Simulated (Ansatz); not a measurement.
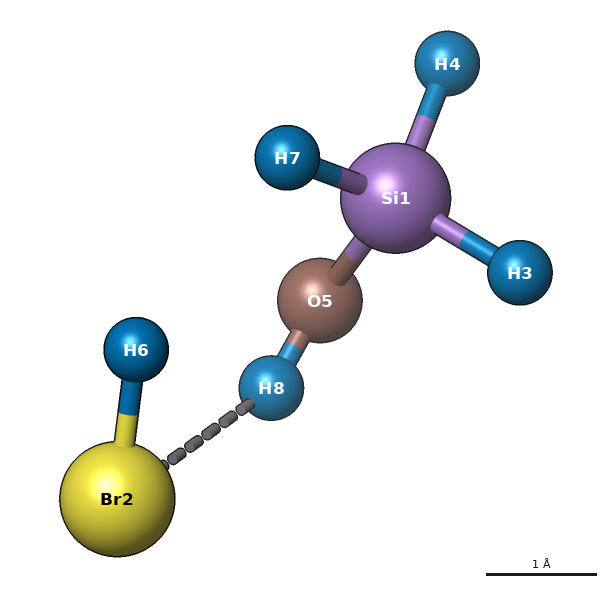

Broken lines mark hydrogen bonds. Computed geometry: PBE0-D4/def2-TZVP optimisation.

Give donor, acceptor, H···A distance and D–H···A angle of each hydrogen bond.

```tsv
D–H···A	D–H (Å)	H···A (Å)	angle (°)	kind
O5–H8···Br2	0.96	2.75	141	intermolecular
```
